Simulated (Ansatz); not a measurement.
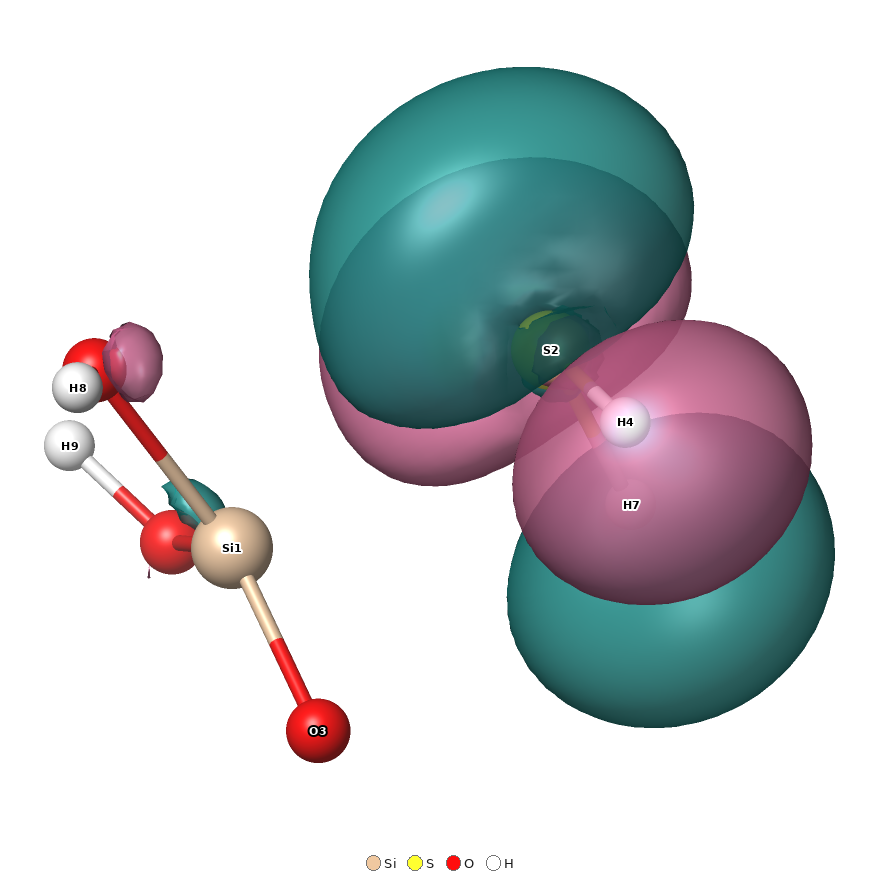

The picture shows: H2O3Si···H2S. One frontier orbital at ±0.1 Å⁻³ᐟ² (teal and pink are the two phases), seen from one side.

The product side of a reaction path; geometry: PBE0-D4/def2-TZVP.

All numbers below come from RKS PBE0-D4/def2-TZVPP (Ansatz 0.2.0).

```yaml
atoms:
  - { symbol: Si, position_ang: [-0.4649, -0.4806, -0.1517] }
  - { symbol: S, position_ang: [1.4978, 0.9012, 0.5147] }
  - { symbol: O, position_ang: [-0.1974, -1.7070, 0.7047] }
  - { symbol: H, position_ang: [1.4779, 0.3746, 1.7517] }
  - { symbol: O, position_ang: [-1.6412, 0.6207, 0.1447] }
  - { symbol: O, position_ang: [-0.1572, -0.3644, -1.7484] }
  - { symbol: H, position_ang: [2.3223, -0.0596, 0.0626] }
  - { symbol: H, position_ang: [-2.1364, 0.4506, 0.9495] }
  - { symbol: H, position_ang: [-0.7012, 0.2644, -2.2279] }
```

**Which orbital is it: HOMO or LUMO?**

The LUMO, at −0.53 eV. It lies mainly on S2 (about 60 %), H7 (about 20 %) and H4 (about 15 %).
